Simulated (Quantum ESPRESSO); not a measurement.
Density of states of NiAl (Pm-3m, 2 atoms in the cell).

```yaml
crystal:
  lattice:
    - [2.83596, 0.00000, 0.00000]
    - [0.00000, 2.83596, 0.00000]
    - [0.00000, 0.00000, 2.83596]
  atoms:
    - { symbol: Al, position: [0.50000, 0.50000, 0.50000] }
    - { symbol: Ni, position: [0.00000, 0.00000, 0.00000] }
```

Computed with PBE, GBRV 1.5 ultrasoft (PBE) pseudopotentials (plane waves; Quantum ESPRESSO 7.5).

SCF settings: ecutwfc = 50 Ry; ecutrho = 400 Ry; occupations = smearing; smearing = cold; degauss = 0.019992 Ry; potentials = {Al: al_pbe_v1.uspp.F.UPF, Ni: ni_pbe_v1.4.uspp.F.UPF}; K_POINTS = automatic 8 8 8 0 0 0; conv_thr = 1e-11 Ry. Keys of the DOS step: nscf.calculation = nscf; nscf.verbosity = high; nscf.nbnd = 18; nscf.startingwfc = random; nscf.diago_thr_init = 1e-06; nscf.diagonalization = cg; nscf.K_POINTS = automatic 12 12 12 0 0 0; dos.x.fildos = dos.dat; dos.x.Emin = -15 eV; dos.x.Emax = 30 eV; dos.x.DeltaE = 0.05 eV; dos.x.ngauss = 0; dos.x.degauss = 0.00735 Ry.

The starting cell has typed, rounded lattice constants, without a prior relaxation at this level. Its lattice was rescaled by a random factor within 2.5 % of one. Spin polarisation is off.

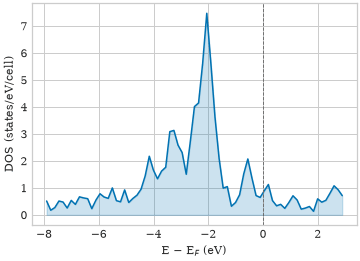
*Total density of states, both spins summed.*

Total DOS (both spins), as means of the tabulated values in each energy bin; the zero is the program's Fermi level or highest filled level, and the curve is cut to this window:

```
E (eV) | states/eV/cell
    -7.80 | ## 0.32
    -7.40 | ### 0.49
    -7.00 | ## 0.39
    -6.60 | ### 0.63
    -6.20 | ## 0.39
    -5.80 | #### 0.68
    -5.40 | ### 0.67
    -5.00 | #### 0.69
    -4.60 | #### 0.76
    -4.20 | ######### 1.76
    -3.80 | ######## 1.48
    -3.40 | ############## 2.66
    -3.00 | ########### 2.13
    -2.60 | ################## 3.37
    -2.20 | ############################## 5.75
    -1.80 | #################### 3.78
    -1.40 | ##### 1.02
    -1.00 | ### 0.51
    -0.60 | ######### 1.65
    -0.20 | #### 0.68
     0.20 | #### 0.85
     0.60 | ## 0.32
     1.00 | ### 0.58
     1.40 | ## 0.34
     1.80 | ## 0.34
     2.20 | ### 0.50
     2.60 | ##### 0.93
```

Around zero the curve holds about 0.8 states/eV/cell.
